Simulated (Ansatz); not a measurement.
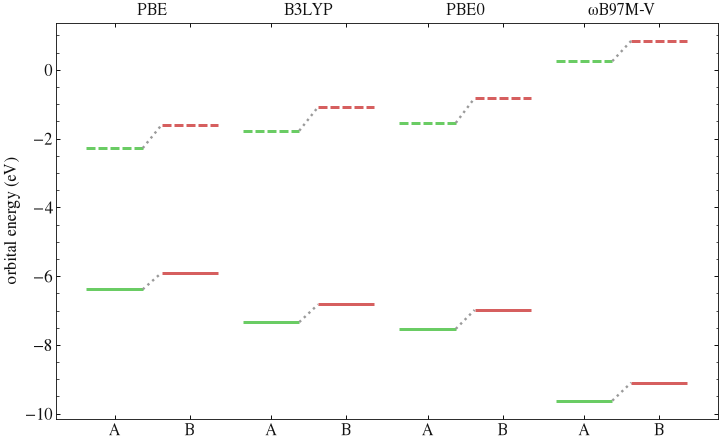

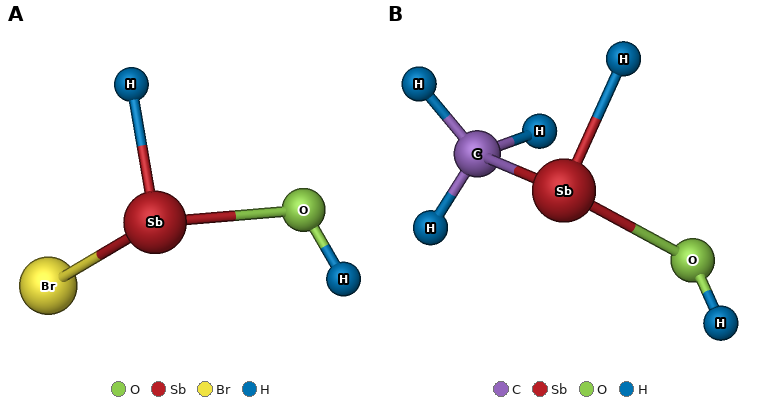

One change: A, SbH₂OBr (SMILES [OH][SbH][Br]), becomes B, CH₅OSb (SMILES [CH3][SbH][OH]). Br on Sb is replaced by CH₃. HOMO (solid) and LUMO (dashed) computed in def2-TZVPP at PBE0-D4/def2-TZVP geometries, both minima by their frequencies, gas phase, the Ansatz code 0.2.0. Empty levels above zero depend strongly on the basis.

**What does the change do to HOMO and LUMO?**

PBE: the HOMO rises by 0.48 eV, the LUMO rises by 0.67 eV, and the separation goes from 4.11 to 4.30 eV. B3LYP: the HOMO rises by 0.51 eV, the LUMO rises by 0.69 eV, and the separation goes from 5.56 to 5.74 eV. PBE0: the HOMO rises by 0.55 eV, the LUMO rises by 0.72 eV, and the separation goes from 5.99 to 6.16 eV. ωB97M-V: the HOMO rises by 0.52 eV, the LUMO rises by 0.59 eV, and the separation goes from 9.87 to 9.94 eV.

**Do the functionals agree on the effect?**

They agree on the direction for both levels; the HOMO shift lies between 0.48 and 0.55 eV and the LUMO shift between 0.59 and 0.72 eV, while the separations themselves differ by up to 5.8 eV between functionals.

Caveats: core potentials past krypton; spin-orbit coupling is left out, and with Sb it can shift these values.
